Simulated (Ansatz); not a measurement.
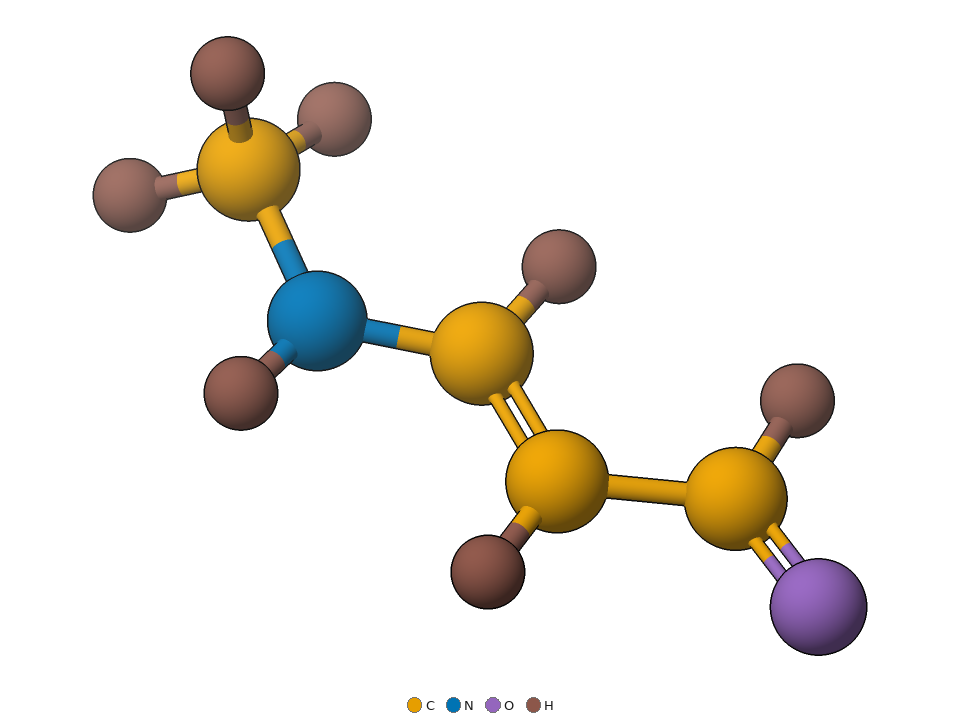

Rendered structure (ball-and-stick style). Multiple sticks mark multiple bonds (one Kekulé form).

The geometry was computed by an optimisation with PBE0-D4/def2-TZVP.

Which formula does it have?

Answer. C4H7NO, 13 atoms: 4 carbon, 7 hydrogen, 1 nitrogen and 1 oxygen.

What is its SMILES?

Answer. CN/C=C/C=O

Which point group does it belong to?

Answer. C1.

Does it have rings?

Answer. It has no ring.

Name functional groups in it.

Answer. Among them: aldehyde, alkene.

The parts below concern this one geometry. Atoms keep their numbers from picture to picture.

### Dipole moment

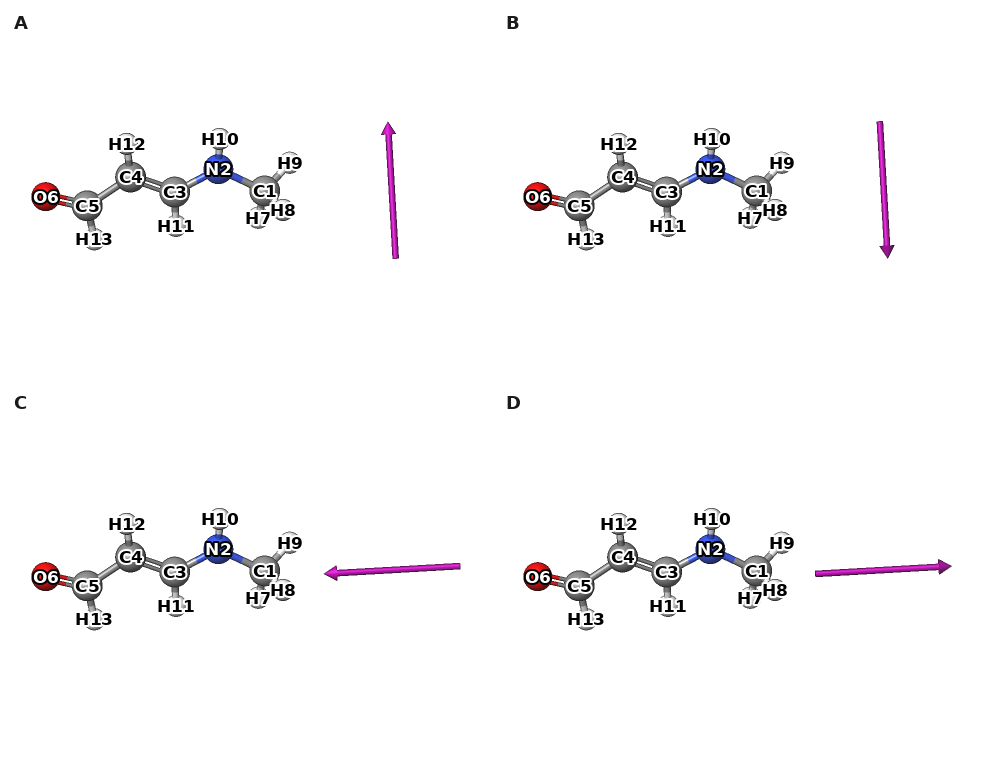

The same molecule four times, each with an arrow. Method: RKS PBE0-D4/def2-TZVP (Ansatz 0.2.0).

Which arrow points along the dipole moment, from the negative to the positive end?

Answer. D. The dipole moment is 6.88 D; it points from the side of O6 to the side of H9 (the outermost atoms at the two ends).

### Electronic properties

Method: RKS ωB97M-V/def2-QZVPP (Ansatz 0.2.0).

What does the calculation give?

- HOMO energy (Kohn–Sham orbital): −8.49 eV
- LUMO energy (Kohn–Sham orbital): 1.28 eV
- HOMO–LUMO gap: 9.77 eV

### Vibrations

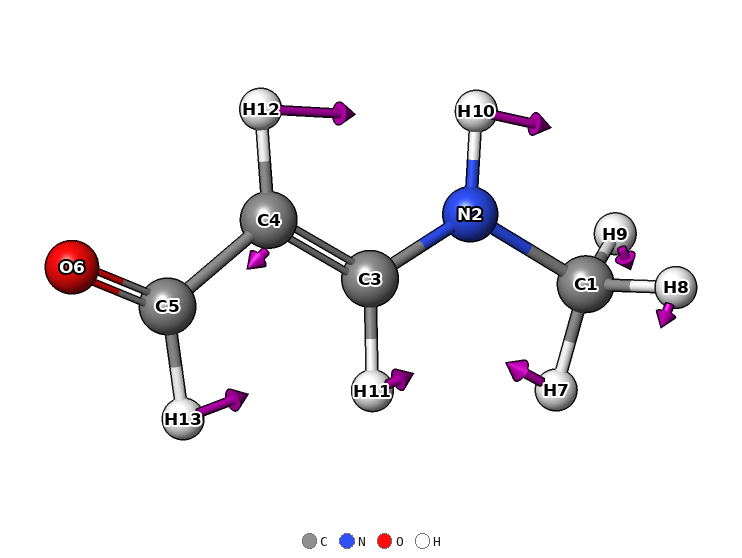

The arrows show one normal mode. Harmonic vibrations computed with RKS PBE0-D4/def2-TZVP (Ansatz 0.2.0) at a stationary point of the same level.

Estimate its harmonic wavenumber.

Answer. 1280 cm⁻¹; it is mode 17 of 33 counted from the lowest.
